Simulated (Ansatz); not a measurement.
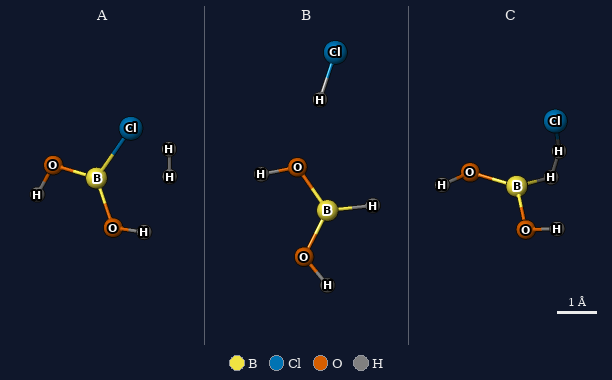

Three geometries of BH4O2Cl: a saddle point and the two minima that it joins, in shuffled order. Style: ball-and-stick. Shown at a tilt. Sticks join atoms that are closer than about 1.2 times the sum of their covalent radii (a little more with hydrogen).

Stationary points at PBE0-D4/def2-TZVP, single-point energies with CCSD(T)/CBS (def2-TZVPP where no basis is named; Ansatz 0.2.0). The energies are electronic, without zero-point or thermal terms, and both ends are the minima reached downhill from the saddle, with any fragments still in contact. CCSD(T)/CBS stands for a frozen-core estimate: MP2 correlation extrapolated from def2-TZVPP and def2-QZVPP, CCSD(T) minus MP2 from the smaller set.

Question: Which frame is the transition state, what reaction does it lead through, and what barrier is to be expected?

Answer: Frame C is the saddle point. Counted by bonded pieces, A holds BH₂ClO₂ + H₂ and B holds BH₃O₂ + HCl. From A over the saddle to B, bonds form: B–H (3.23 → 1.36 → 1.19 Å), Cl–H (3.40 → 1.65 → 1.30 Å). Bonds break: B–Cl (1.77 → 2.24 → 4.12 Å), H–H (0.75 → 0.96 → 3.07 Å). The saddle has one imaginary mode, 861i cm⁻¹. With CCSD(T)/CBS the barrier is 47.9 kcal/mol from A and 37.7 kcal/mol from B, and B lies 10.2 kcal/mol above A.
